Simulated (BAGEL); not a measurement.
# HF/3-21G (density fitting with qzvpp-jkfit) run of CH3BrGe (SMILES [CH3][Ge][Br])

Aim: the vertical singlet–triplet gap of CH3BrGe at HF/3-21G (density fitting with qzvpp-jkfit), from 2 runs. 

The results are computed with BAGEL 1.2.2.

## (1) The molecule

The species is CH3BrGe (6 atoms), meant as a singlet with charge 0. As SMILES, `[CH3][Ge][Br]`. Geometry: relaxed at PBE0-D4/def2-TZVP.

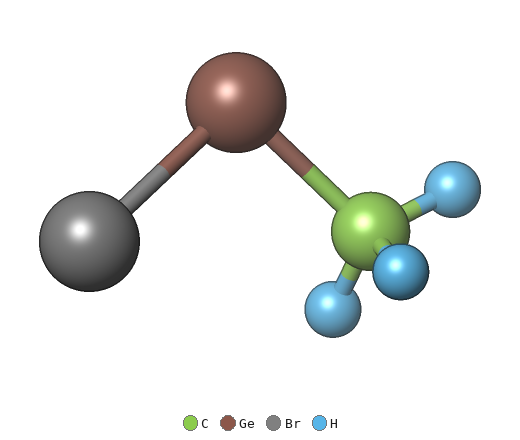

The structure, seen from a chosen angle (carbon green, germanium brown, bromine grey, hydrogen blue).

## (2) A single-point energy at HF/3-21G (density fitting with qzvpp-jkfit)

Contents of job.json:

```json
{ "bagel": [

{
  "title": "molecule",
  "basis": "3-21g",
  "df_basis": "qzvpp-jkfit",
  "angstrom": "true",
  "geometry": [
    { "atom": "C", "xyz": [   -0.427600,    0.399000,   -0.270700 ] },
    { "atom": "Ge", "xyz": [    0.170800,   -0.356300,    1.464600 ] },
    { "atom": "Br", "xyz": [    1.884400,   -1.715100,    0.583800 ] },
    { "atom": "H", "xyz": [    0.401600,    0.936200,   -0.741200 ] },
    { "atom": "H", "xyz": [   -1.269700,    1.080800,   -0.133600 ] },
    { "atom": "H", "xyz": [   -0.717300,   -0.408600,   -0.949200 ] }
  ]
},
{ "title": "hf" },
{ "title": "print", "file": "orbitals.molden", "orbitals": "true" }

]}
```

On the command line:

```sh
$ BAGEL_NUM_THREADS=1 BAGEL job.json > job.out
```

Log:

```text
* using 1 threads per process

  ===============================================================
  ===============================================================

  *** Geometry ***

  { "atom" : "C", "xyz" : [     -0.808047,      0.754001,     -0.511549 ] },
  { "atom" : "Ge", "xyz" : [      0.322765,     -0.673309,      2.767693 ] },
  { "atom" : "Br", "xyz" : [      3.561000,     -3.241069,      1.103222 ] },
  { "atom" : "H", "xyz" : [      0.758914,      1.769162,     -1.400665 ] },
  { "atom" : "H", "xyz" : [     -2.399385,      2.042416,     -0.252467 ] },
  { "atom" : "H", "xyz" : [     -1.355501,     -0.772142,     -1.793728 ] },

  Number of auxiliary basis functions:      661

  Since a DF basis is specified, we compute 2- and 3-index integrals:
    o Being stored without compression. Storage requirement is 0.018 GB

  Number of basis functions:       59
  Number of electrons      :       76

    * METHOD: MOLECULE                             0.30

  *** RHF ***

  === Nuclear Repulsion ===
   381.6709200631

      * DIIS with orbital gradients will be used.

  === RHF iteration (3-21g) ===
      0      -4664.74660982          0.01270511           0.09
      1      -4664.80722535          0.00492574           0.09
      2      -4664.81618211          0.00084653           0.09
      3      -4664.81675133          0.00020058           0.09
      4      -4664.81678789          0.00007048           0.09
      5      -4664.81679536          0.00001208           0.09
      6      -4664.81679555          0.00000363           0.09
      7      -4664.81679557          0.00000076           0.09
      8      -4664.81679557          0.00000027           0.09
      9      -4664.81679557          0.00000007           0.09
     10      -4664.81679557          0.00000002           0.09
     11      -4664.81679557          0.00000001           0.09
    * SCF iteration converged.

    * Permanent dipole moment:
           (    0.929760,    -0.800626,    -0.018662) a.u.

    * METHOD: HF                                   1.29

    * METHOD: PRINT                                0.01

  ===============================================================
```

Wall time 1.7 s (1 thread of Arm Neoverse V2, shared host).

## (3) The triplet at the same level

Contents of input.json:

```json
{ "bagel" : [

{
  "title" : "molecule",
  "basis" : "3-21g",
  "df_basis" : "qzvpp-jkfit",
  "angstrom" : "true",
  "geometry" : [
    { "atom" : "C", "xyz" : [      -0.427600,       0.399000,      -0.270700 ] },
    { "atom" : "Ge", "xyz" : [       0.170800,      -0.356300,       1.464600 ] },
    { "atom" : "Br", "xyz" : [       1.884400,      -1.715100,       0.583800 ] },
    { "atom" : "H", "xyz" : [       0.401600,       0.936200,      -0.741200 ] },
    { "atom" : "H", "xyz" : [      -1.269700,       1.080800,      -0.133600 ] },
    { "atom" : "H", "xyz" : [      -0.717300,      -0.408600,      -0.949200 ] }
  ]
},

{ "title" : "uhf", "nopen" : 2 },

{ "title" : "print", "file" : "orbitals.molden", "orbitals" : "true" }

]}
```

On the command line:

```sh
$ BAGEL_NUM_THREADS=1 BAGEL input.json > input.out
```

Log:

```text
* using 1 threads per process

  ===============================================================
  ===============================================================

  *** Geometry ***

  { "atom" : "C", "xyz" : [     -0.808047,      0.754001,     -0.511549 ] },
  { "atom" : "Ge", "xyz" : [      0.322765,     -0.673309,      2.767693 ] },
  { "atom" : "Br", "xyz" : [      3.561000,     -3.241069,      1.103222 ] },
  { "atom" : "H", "xyz" : [      0.758914,      1.769162,     -1.400665 ] },
  { "atom" : "H", "xyz" : [     -2.399385,      2.042416,     -0.252467 ] },
  { "atom" : "H", "xyz" : [     -1.355501,     -0.772142,     -1.793728 ] },

  Number of auxiliary basis functions:      661

  Since a DF basis is specified, we compute 2- and 3-index integrals:
    o Being stored without compression. Storage requirement is 0.018 GB

  Number of basis functions:       59
  Number of electrons      :       76

    * METHOD: MOLECULE                             0.30

  *** Open-shell HF ***

  === Nuclear Repulsion ===
   381.6709200631

      * DIIS with orbital gradients will be used.

  === UHF iteration (3-21g) ===
      0      -4664.70349765          0.01947458           0.18
      1      -4664.75843785          0.00631908           0.18
      2      -4664.76520381          0.00290797           0.18
      3      -4664.76647482          0.00090866           0.18
      4      -4664.76706626          0.00043774           0.18
      5      -4664.76725362          0.00020425           0.18
      6      -4664.76732885          0.00006830           0.18
      7      -4664.76734314          0.00003553           0.18
      8      -4664.76734900          0.00001262           0.18
      9      -4664.76734968          0.00000551           0.18
     10      -4664.76734985          0.00000278           0.18
     11      -4664.76734988          0.00000144           0.18
     12      -4664.76734989          0.00000054           0.18
     13      -4664.76734989          0.00000018           0.18
     14      -4664.76734989          0.00000008           0.18
     15      -4664.76734989          0.00000004           0.18
     16      -4664.76734989          0.00000001           0.18
     17      -4664.76734989          0.00000000           0.18
    * SCF iteration converged.

    * S^2 (UHF) is 2.0060

    * Permanent dipole moment:
           (    1.043504,    -0.861181,    -0.315585) a.u.

    * METHOD: UHF                                  3.48

    * METHOD: PRINT                                0.01

  ===============================================================
```

Wall time 4.2 s (1 thread of Arm Neoverse V2, shared host).

## (4) Summary of results

At HF/3-21G (density fitting with qzvpp-jkfit):

| quantity | value |
| --- | --- |
| singlet: total energy | -4664.81680 Eh |
| singlet: dipole moment | 3.12 D |
| singlet: HOMO energy | -8.97 eV |
| singlet: LUMO energy | 0.25 eV |
| singlet: HOMO–LUMO gap | 9.22 eV |
| triplet: total energy | -4664.76735 Eh |
| triplet: dipole moment | 3.53 D |
| triplet: ⟨S²⟩ | 2.006 |
| vertical energy of the triplet above the singlet | 1.345 eV |

**Reading.** At this shape the triplet lies 1.35 eV (31 kcal/mol) above the singlet.
